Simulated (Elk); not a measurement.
Band structure of EuMg2Sb2 (P-3m1, 5 atoms in the cell).

```
CELL_PARAMETERS angstrom
      4.70728     0.00000     0.00000
     -2.35364     4.07662     0.00000
      0.00000     0.00000     7.71640
ATOMIC_POSITIONS crystal
  Eu 0.00000 0.00000 0.00000
  Mg 0.66667 0.33333 0.36914
  Mg 0.33333 0.66667 0.63086
  Sb 0.33333 0.66667 0.25300
  Sb 0.66667 0.33333 0.74700
```
Moments meant for the start (each program seeds them in its own way; μB, in the order of the atoms Eu Mg Mg Sb Sb): 7.0 0.0 0.0 0.0 0.0.

Level of theory: PBEsol, all-electron FP-LAPW, Elk's shipped species files, default APW+lo basis (Elk 10.2.4).

Settings: xctype = 22; spinpol = true; swidth = 0.00367493 Ha; ngridk = 4 4 2; reducebf = 0.7; maxscl = 100; bfcmt = [[0.0, 0.0, -3.5], [0.0, 0.0, 0.0], [0.0, 0.0, 0.0], [0.0, 0.0, 0.0], [0.0, 0.0, 0.0]].

The starting cell comes from a database of computed structures (which also holds hypothetical and non-ambient phases and stackings), without a prior relaxation at this level. Spin-orbit coupling is off. With one magnetic atom in the cell only a parallel order is possible. With U or open f shells several self-consistent states can exist. The f electrons are in the valence without U or exact exchange, which can misplace them near the Fermi level. Spin-orbit terms, which matter for f shells, are left out. Values depend on the basis (sphere radii, cutoffs, local orbitals), which need not be converged.

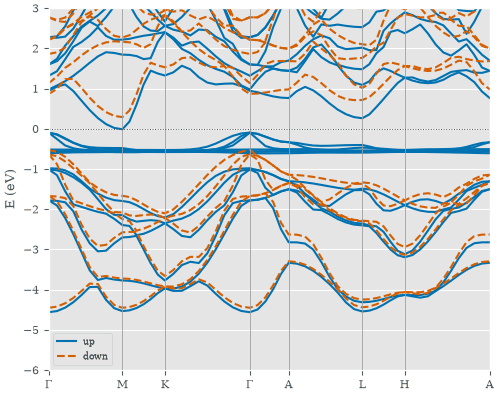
Bands along the path, energies from the Fermi level.

Levels in eV from the Fermi level, bands 34 to 41 of the first spin channel:
```csv
point,34,35,36,37,38,39,40,41
Γ,-0.52,-0.10,-0.10,-0.10,0.94,0.98,1.32,1.60
M,-0.55,-0.55,-0.53,-0.48,-0.01,1.84,2.22,3.21
K,-0.56,-0.55,-0.55,-0.53,1.32,2.40,2.40,2.56
A,-0.52,-0.51,-0.34,-0.34,0.76,1.44,1.44,1.70
L,-0.55,-0.54,-0.47,-0.40,0.26,1.09,1.48,2.02
H,-0.56,-0.53,-0.53,-0.53,1.27,1.27,2.37,2.89
```

No band crosses the Fermi level by more than 0.03 eV along this path.

The net moment of the cell came out as 6.99 μB.
